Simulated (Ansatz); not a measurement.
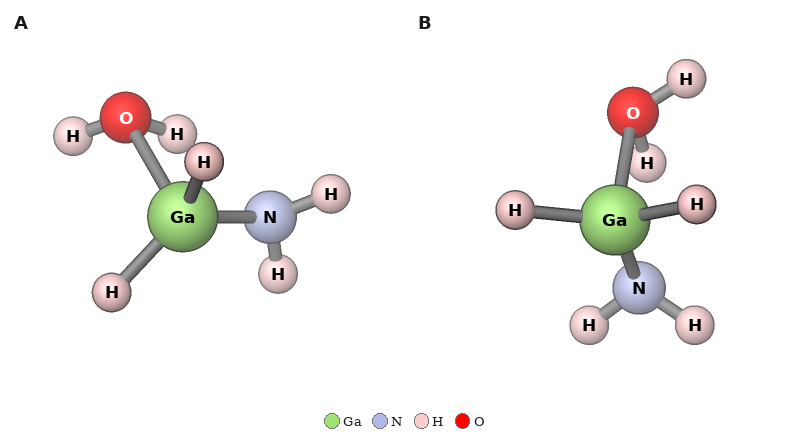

Depth is shown by fading: the farther an atom, the more it takes the colour of the background. Computed geometry: PBE0-D4/def2-TZVP optimisation.

> Can A be turned into B by a rotation alone?

No. They are mirror images that no rotation superimposes: the geometry of GaH6NO is chiral (C1). Their energies are equal.
